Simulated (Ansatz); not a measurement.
The starting structures come from a database of crystals and need not be the phases stable at ambient conditions.

 Where the default PAW files enter, the runs use the earlier of Ansatz's two default sets.

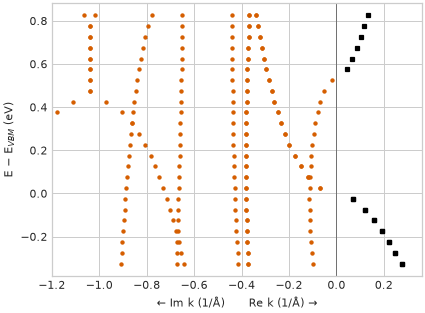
Fig. 1. Complex bands at the centre of the two-dimensional zone; Ansatz (a program for electronic structure) with r2SCAN

The gap is the functional's own. No spin-orbit coupling. Mid-gap values are interpolated on the energy grid.

Task: This is ZnAg2SnS4 (I-42m, not sure to be the ambient phase, 8 atoms a cell, 23.7 Å³ an atom, -2 GPa at this level) along the normal of (001). Read off the slowest decay at the centre of the two-dimensional zone at 0.28 eV, the computed energy nearest the middle of the gap.

Result: κ ≈ 0.10 1/Å, a decay length 1/(2κ) of the density of 5.2 Å.
